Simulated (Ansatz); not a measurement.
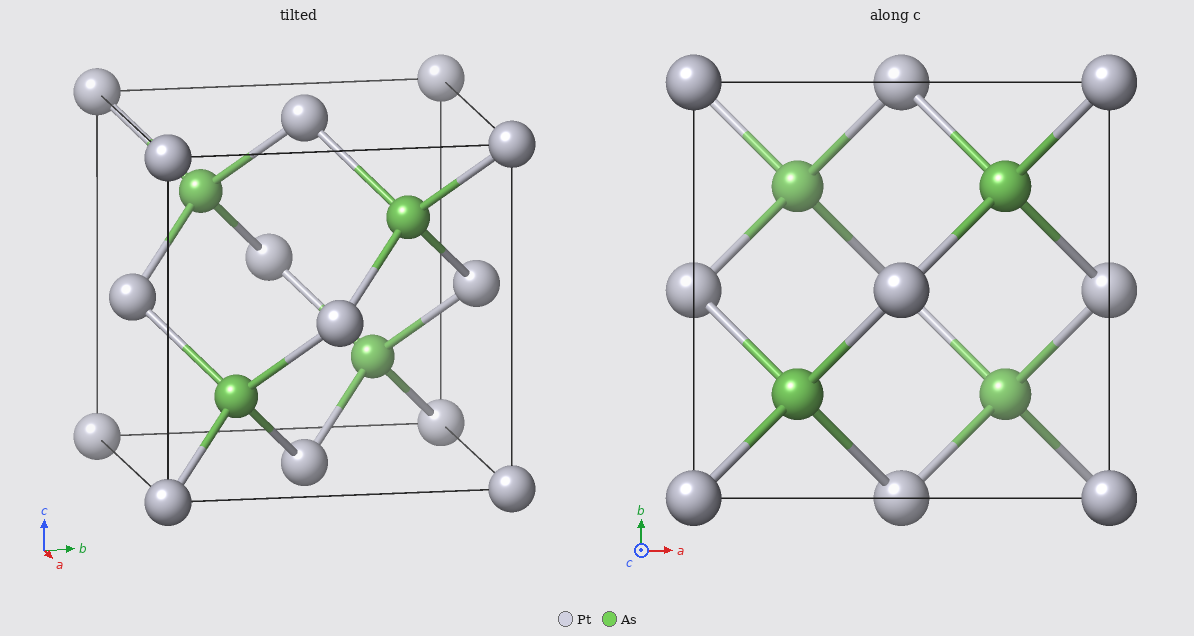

Structure drawing (ball-and-stick), viewed slightly off an axis and along the c axis. Lines trace the edges of the conventional unit cell.

AsPt, zinc blende (sphalerite type), space group F-43m (No. 216), a = 5.626 Å, b = 5.626 Å, c = 5.626 Å, α = 90.00°, β = 90.00°, γ = 90.00°. The structure was taken from a structure type filled with these elements by a generator (whether the compound takes this form wasn't checked). The cell was then strained or its atoms displaced on purpose. A calculation with Ansatz used it as input.

This one geometry was computed with Ansatz (DFT, plane waves, PAW) at five levels of theory: PBE, r2SCAN, PBE with spin-orbit coupling, PBEsol and LDA.

**Which level gives the highest pressure at this volume, and what does that say about its equilibrium volume?**

Highest: PBE (0.0 GPa) and PBE with spin-orbit coupling (-0.3 GPa), which points to the largest equilibrium volume. Lowest, with the smallest volume: LDA (-7.1 GPa). Levels within 0.5 GPa of each other can't be told apart.

**How does the band gap change with the level of theory?**

All levels give a metal.

**Collect the results in a table.**

| level | cutoff (eV) | k-mesh of the run's cell | gap (eV) | pressure (GPa) |
| --- | --- | --- | --- | --- |
| PBE | 420 | 12×12×12 | metal | 0.0 |
| r2SCAN | 500 | 12×12×12 | metal | -3.5 |
| PBE with spin-orbit coupling | 420 | 12×12×12 | metal | -0.3 |
| PBEsol | 420 | 12×12×12 | metal | -4.6 |
| LDA | 420 | 12×12×12 | metal | -7.1 |

Gaps are taken on the k-mesh or band path of each run.
